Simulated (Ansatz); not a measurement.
Single-point calculation of C33H18N2S6 (charge −1)

The run: single-point calculation of C33H18N2S6, charge −1, multiplicity 2. Method and program: UKS PBE0-D4/def2-SVP (Ansatz 0.2.0).

The geometry comes from this level: PBE-D4/def2-SVP.

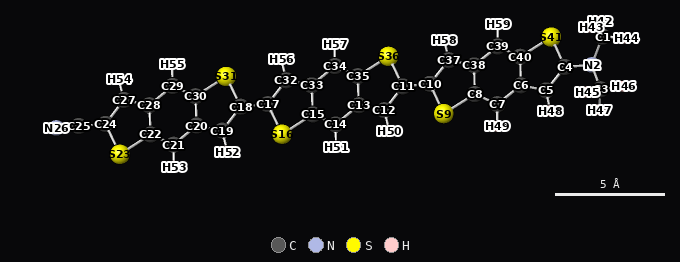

**Figure 1.** The structure as given in the input (ball-and-stick view, seen at a tilt; atoms are numbered from 1 in the order of the input).

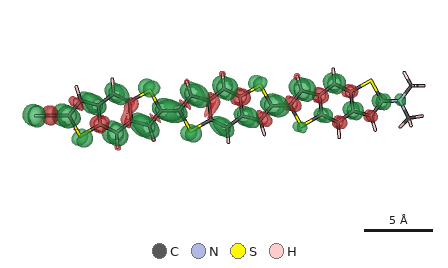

**Figure 2.** Isosurfaces of the spin density at +0.004 (green) and −0.004 e/Å³ (red), seen at a tilt. The unpaired spin (1 electron) lies mostly on C24 (about 0.1), in electrons by Hirshfeld's partition.

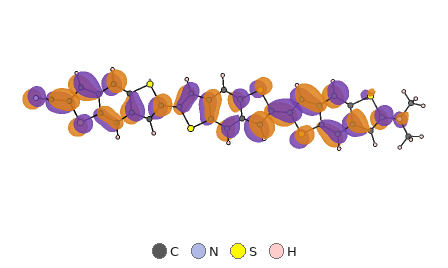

**Figure 3.** One frontier orbital at ±0.05 Å⁻³ᐟ² (orange and purple are the two phases), seen at a tilt. The LUMO (α), at 0.18 eV. It is spread over the whole molecule.

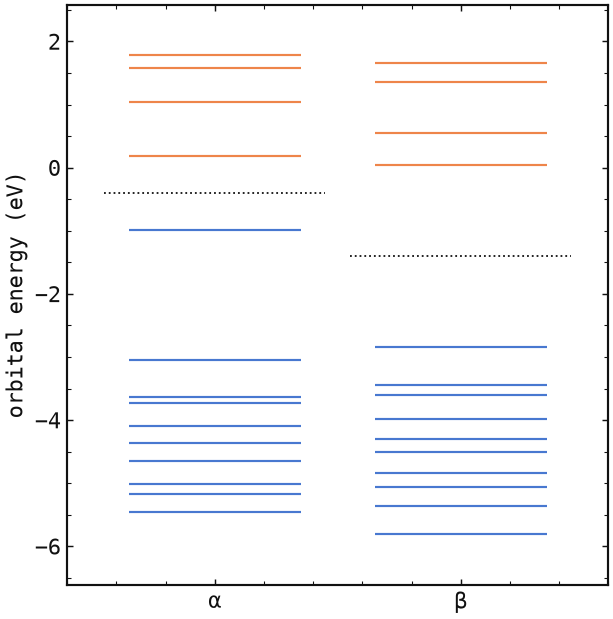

**Figure 4.** Orbital energies near the frontier for α and β spins; the dotted line parts filled from empty levels, and levels within 0.02 eV of each other stand side by side. α: highest filled −0.99 eV, lowest empty 0.18 eV, 1.17 eV apart; β: highest filled −2.84 eV, lowest empty 0.04 eV, 2.88 eV apart.

These pictures come from the run below.

### Input
```yaml
crystal:
  periodic: [false, false, false]
  atoms:
    - {symbol: C, position_ang: [-12.541993, 0.952705, 0.486928]}
    - {symbol: N, position_ang: [-11.712245, 0.022741, 1.226952]}
    - {symbol: C, position_ang: [-12.300793, -1.253531, 1.569927]}
    - {symbol: C, position_ang: [-10.340182, 0.039643, 1.026738]}
    - {symbol: C, position_ang: [-9.422860, -0.976900, 1.232448]}
    - {symbol: C, position_ang: [-8.062199, -0.575073, 0.997725]}
    - {symbol: C, position_ang: [-6.874769, -1.335485, 1.113971]}
    - {symbol: C, position_ang: [-5.657038, -0.724272, 0.810632]}
    - {symbol: S, position_ang: [-4.069293, -1.471499, 0.884471]}
    - {symbol: C, position_ang: [-3.273341, 0.025746, 0.351146]}
    - {symbol: C, position_ang: [-1.851873, 0.059333, 0.203139]}
    - {symbol: C, position_ang: [-0.914356, -0.944994, 0.450701]}
    - {symbol: C, position_ang: [0.432540, -0.566589, 0.195138]}
    - {symbol: C, position_ang: [1.624018, -1.328718, 0.339140]}
    - {symbol: C, position_ang: [2.839261, -0.730059, 0.022193]}
    - {symbol: S, position_ang: [4.428828, -1.475828, 0.123252]}
    - {symbol: C, position_ang: [5.226410, 0.004837, -0.454886]}
    - {symbol: C, position_ang: [6.641557, 0.038770, -0.604005]}
    - {symbol: C, position_ang: [7.586677, -0.961732, -0.345722]}
    - {symbol: C, position_ang: [8.929271, -0.583788, -0.611074]}
    - {symbol: C, position_ang: [10.122974, -1.341054, -0.463376]}
    - {symbol: C, position_ang: [11.337550, -0.741939, -0.795652]}
    - {symbol: S, position_ang: [12.926045, -1.487347, -0.693356]}
    - {symbol: C, position_ang: [13.708450, -0.008872, -1.292440]}
    - {symbol: C, position_ang: [15.105855, 0.041878, -1.451955]}
    - {symbol: N, position_ang: [16.279850, 0.078291, -1.583753]}
    - {symbol: C, position_ang: [12.771895, 0.995741, -1.552621]}
    - {symbol: C, position_ang: [11.430987, 0.612991, -1.282089]}
    - {symbol: C, position_ang: [10.235356, 1.372267, -1.428999]}
    - {symbol: C, position_ang: [9.025230, 0.774716, -1.097851]}
    - {symbol: S, position_ang: [7.434094, 1.515510, -1.200135]}
    - {symbol: C, position_ang: [4.285150, 1.010395, -0.704435]}
    - {symbol: C, position_ang: [2.940388, 0.632107, -0.447585]}
    - {symbol: C, position_ang: [1.749047, 1.394268, -0.589674]}
    - {symbol: C, position_ang: [0.533234, 0.794623, -0.271293]}
    - {symbol: S, position_ang: [-1.056349, 1.540887, -0.368900]}
    - {symbol: C, position_ang: [-4.208348, 1.036749, 0.133301]}
    - {symbol: C, position_ang: [-5.558950, 0.647592, 0.383492]}
    - {symbol: C, position_ang: [-6.748506, 1.409084, 0.269219]}
    - {symbol: C, position_ang: [-7.961716, 0.791875, 0.577222]}
    - {symbol: S, position_ang: [-9.554938, 1.542866, 0.497289]}
    - {symbol: H, position_ang: [-12.119632, 1.976797, 0.554754]}
    - {symbol: H, position_ang: [-12.642924, 0.697057, -0.598302]}
    - {symbol: H, position_ang: [-13.555428, 0.978928, 0.935158]}
    - {symbol: H, position_ang: [-12.244989, -2.002185, 0.739684]}
    - {symbol: H, position_ang: [-13.365618, -1.107201, 1.837420]}
    - {symbol: H, position_ang: [-11.781534, -1.687839, 2.448830]}
    - {symbol: H, position_ang: [-9.699935, -1.993645, 1.536857]}
    - {symbol: H, position_ang: [-6.919237, -2.386142, 1.437901]}
    - {symbol: H, position_ang: [-1.204443, -1.941185, 0.815110]}
    - {symbol: H, position_ang: [1.573794, -2.368650, 0.694765]}
    - {symbol: H, position_ang: [7.299269, -1.953399, 0.031659]}
    - {symbol: H, position_ang: [10.077126, -2.376327, -0.094745]}
    - {symbol: H, position_ang: [13.064273, 1.984555, -1.931022]}
    - {symbol: H, position_ang: [10.281313, 2.407647, -1.797901]}
    - {symbol: H, position_ang: [4.575697, 2.006359, -1.068279]}
    - {symbol: H, position_ang: [1.799244, 2.434528, -0.943965]}
    - {symbol: H, position_ang: [-3.917373, 2.043185, -0.198816]}
    - {symbol: H, position_ang: [-6.704490, 2.459540, -0.054320]}
basis:
  gaussian: {orbitals: def2-SVP, fitting: {mean_field: def2-universal-jkfit}, initial_orbitals: start.molden}
total_charge: -1
magnetization: {spin_polarized: true, initial_magnetization: 1}
hamiltonian: {xc: pbe0, dispersion: d4}
scf: {omitted_lower_state_checks: [starts]}
output: {orbitals: {seedname: orbitals}}
```

Run as:
```bash
ansatz run in.yaml --threads 2 --pin off --events-out ev --progress --plain --max-ram 22528MiB --backend cuda --devices 0, --max-vram 18GiB
```

### The program's output
```
Functional definition: PBE0
  name "PBE0"
  cite "Adamo & Barone, J. Chem. Phys. 110, 6158 (1999) doi:10.1063/1.478522"
  cite "Perdew, Burke & Ernzerhof, Phys. Rev. Lett. 77, 3865 (1996) doi:10.1103/PhysRevLett.77.3865"
  parent pbe
  parameter a = 0.25
  parameter kappa = 0.804
  parameter beta = 0.06672455060314922
  exchange = (1 - a)*pbe_x(kappa = kappa, mu = beta*pi^2/3) + a*exact_x
  correlation = pbe_c(beta = beta)
these checks for a lower state are left out or cut short: starts
3721 factors; integrals over basis functions are off by at most 2.4e-1 eV
mean field evaluation 1: about -102394.6760 eV, gradient 1.3e1 eV
mean field evaluation 2: about -102395.2560 eV, gradient 6.1e-1 eV
mean field evaluation 4: about -102395.2521 eV, gradient 4.5e-2 eV
mean field evaluation 8: about -102395.2522 eV, gradient 2.1e-5 eV
mean field -102395.25217917 eV, -3762.9561115896 hartree, gradient 2.1e-5 eV, S^2 0.773127; 0 other end points of the search recorded, 0 dependent functions left out
reference -102395.25225046 eV, -3762.9561142096 hartree; 164, 163 occupied and 524, 525 virtual orbitals, 3721 factors
Total energy: -102397.88361446 eV, -3763.0528150529 hartree
Checks for a lower state left out: starts
```

### Summary

- outcome: converged
- total energy: −102397.8836 eV
- mean-field energy: −102395.2523 eV
- dispersion energy: −2.6314 eV
- ⟨S²⟩: 0.773
- SCF solution under orbital rotations: stable
- HOMO (either spin): −0.99 eV
- LUMO (either spin): 0.04 eV
- hardware: 2 CPU threads, shared host
- wall time: 16 s (CPU time 18 s)
- peak memory: 1.3 GiB
